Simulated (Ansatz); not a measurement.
**C₂H₈N₂W: how energies converge with the basis set**

How large a basis does C₂H₈N₂W need? Two functionals are run in growing sets.

Program: Ansatz 0.2.0, Gaussian basis. Level of theory: one geometry, several basis sets. These are calculated values, not measurements.

Plan: PBE0-D4/def2-SVP; ωB97M-V/def2-SVP; PBE0-D4/def2-QZVPP; ωB97M-V/def2-QZVPP; the functionals' def2-TZVPP values are taken from earlier runs.

1 further run of the same task is left out (for a known fault of the program). Runs told in other sessions of the task aren't counted.

## (1) The relaxed structure

The geometry comes from an earlier relaxation with PBE0-D4 in a triple-zeta def2 set; it is a stationary point, not always the lowest conformer. W takes the def2 core potential; no spin-orbit term is included.

SMILES `[CH3][W]([CH3])(=[NH])=[NH]`, 13 atoms, charge 0, spin multiplicity 1.

Atoms are counted from 1 here; the program's logs count them from 0.

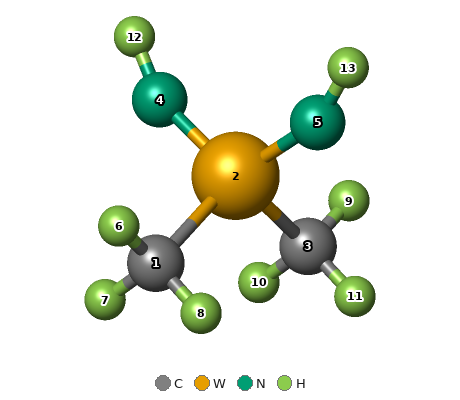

The structure; carbon grey, tungsten amber, nitrogen teal, hydrogen green; atoms are numbered from 1 in the order of the file.

## (2) PBE0-D4 in def2-SVP

Contents of in.yaml:

```yaml
crystal:
  periodic: [false, false, false]
  atoms:
    - {symbol: C, position_ang: [-1.786844, 0.658865, -0.354102]}
    - {symbol: W, position_ang: [0.279788, 0.217114, -0.161703]}
    - {symbol: C, position_ang: [0.680704, -1.517229, 0.993528]}
    - {symbol: N, position_ang: [0.898960, -0.077148, -1.771318]}
    - {symbol: N, position_ang: [1.025451, 1.570359, 0.658947]}
    - {symbol: H, position_ang: [-1.979748, 1.551794, -0.952736]}
    - {symbol: H, position_ang: [-2.293722, -0.184840, -0.835626]}
    - {symbol: H, position_ang: [-2.216564, 0.821380, 0.640626]}
    - {symbol: H, position_ang: [1.747321, -1.733248, 1.085762]}
    - {symbol: H, position_ang: [0.201415, -2.383475, 0.524029]}
    - {symbol: H, position_ang: [0.276636, -1.381038, 2.002871]}
    - {symbol: H, position_ang: [1.497763, 0.114129, -2.559497]}
    - {symbol: H, position_ang: [1.668840, 2.343326, 0.729219]}
basis:
  gaussian: {orbitals: def2-SVP}
hamiltonian: {xc: pbe0, dispersion: d4}
output: {orbitals: {seedname: orbitals}}
```

Started as:

```sh
$ ansatz run in.yaml --threads 4 --pin off --events-out ev --progress --plain --max-ram 11315MiB
```

After this run come: ωB97M-V in def2-SVP; PBE0-D4 in def2-QZVPP; ωB97M-V in def2-QZVPP.

Q: Predict the results of all the runs planned. Wanted: PBE0-D4: double and triple zeta above quadruple; ωB97M-V: double and triple zeta above quadruple.

As calculated:

```
                                       quantity          value
PBE0-D4: double and triple zeta above quadruple  6.93, 0.34 eV
ωB97M-V: double and triple zeta above quadruple  7.25, 0.33 eV
```

PBE0-D4 gains 6.58 eV from double to triple zeta, then 0.34 eV more. These are total energies; as a rule much of such shifts cancels in differences, which this series doesn't test.
